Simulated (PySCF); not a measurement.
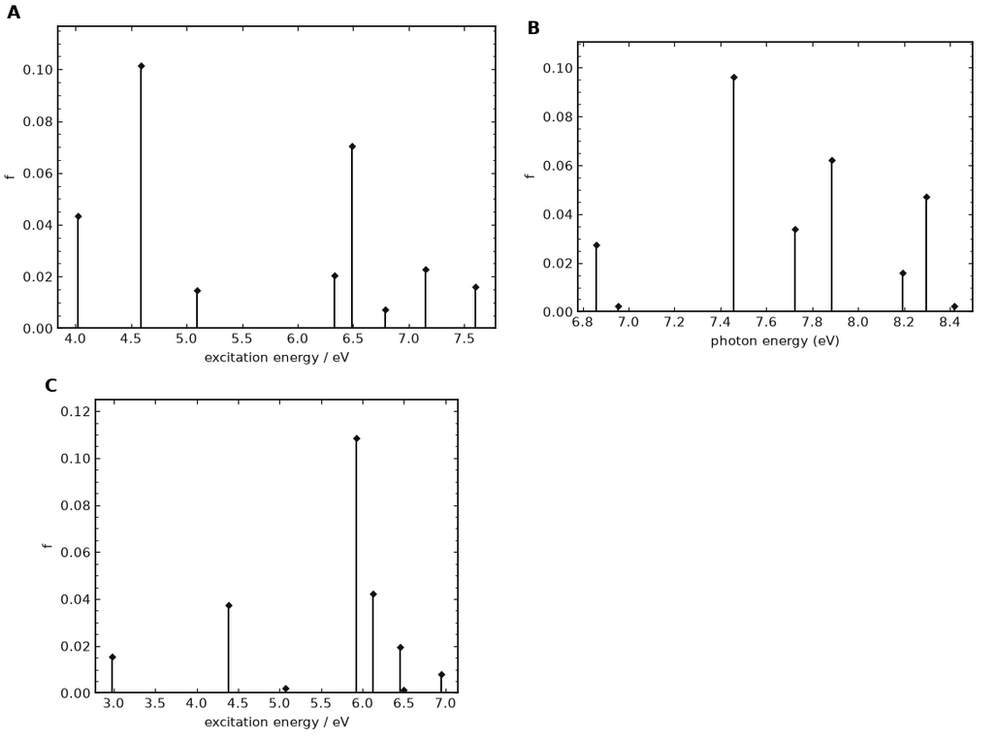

Vertical TDDFT excitations, ωB97X-D/def2-SVPD, PySCF 2.14.0, at a GFN2-xTB geometry (no frequency check), gas phase. Each panel shows the lowest singlet states that were computed.

Which panel belongs to which molecule?
1. C₂H₁₂BNSi₂, SMILES CB(C)N([SiH3])[SiH3]
2. C₃H₆BNO₂, SMILES N[B@@H-]1OC=CC=[O+]1
3. C₃H₆BO₂P, SMILES P[B@@H-]1OC=CC=[O+]1

A: 2 (S1 at 4.02 eV, brightest at 4.59 eV)
B: 1 (S1 at 6.86 eV, brightest at 7.46 eV)
C: 3 (S1 at 2.98 eV, brightest at 5.92 eV)

Limits of at least one run: core orbitals are frozen in the response; one conformer of a flexible molecule; the tight-binding geometry is rougher than a DFT one and adds to the error.
